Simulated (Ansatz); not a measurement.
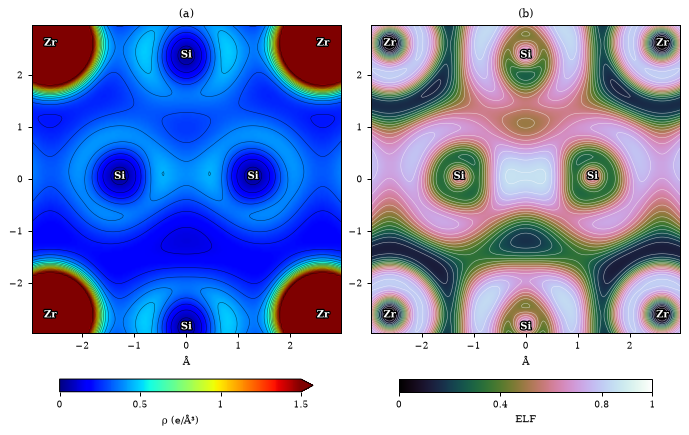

*ZrSi7. (a) valence electron density; (b) electron localisation function on the (010) plane of the conventional cell.*

Space group Amm2; a generated structure, not necessarily the stable one; changed on purpose from its base cell (the structure that the rattled cell fell into).

Method: DFT PBE, scalar-relativistic, plane waves, PAW in Ansatz 0.2.0.

The density is the valence pseudo-density of a PAW calculation; it isn't the true density close to the nuclei.

```
Zr Si
1.0
     5.24347    0.00000    0.00000
     0.00000    9.02130    0.00000
     0.00000    0.00000    5.22535
Zr Si
2 14
Direct
  0.00000 0.50000 0.48784
  0.00000 0.00000 0.98784
  0.74234 0.75350 0.26723
  0.74234 0.25350 0.76723
  0.74234 0.24650 0.26723
  0.74234 0.74650 0.76723
  0.74464 0.00000 0.49846
  0.74464 0.50000 0.99846
  0.25766 0.75350 0.26723
  0.25766 0.25350 0.76723
  0.25766 0.24650 0.26723
  0.25766 0.74650 0.76723
  0.25536 0.00000 0.49846
  0.25536 0.50000 0.99846
  0.50000 0.50000 0.44483
  0.50000 0.00000 0.94483
```

Question: What does the map show?

Answer: The plane passes through Zr and Si nuclei. Zr–Si (2.63 Å): the density is about 0.37 e/Å³ at the midpoint; the ELF peaks at about 0.80 in the valence shell of Si, 0.9 Å from its nucleus, and is about 0.40 at the midpoint. Si–Si (2.66 Å): ρ is about 0.31 e/Å³ halfway; the ELF peaks at about 0.65 between the atoms. Zr–Si (2.89 Å): ρ is about 0.25 e/Å³ halfway; the ELF peaks at about 0.75 in the valence shell of Si, 0.9 Å from its nucleus, and is about 0.30 at the midpoint. Between the atoms the lowest density in this plane is 0.13 e/Å³. The features right at Zr lie inside the PAW spheres, where the map follows smoothed inner orbitals and isn't to be read closely.
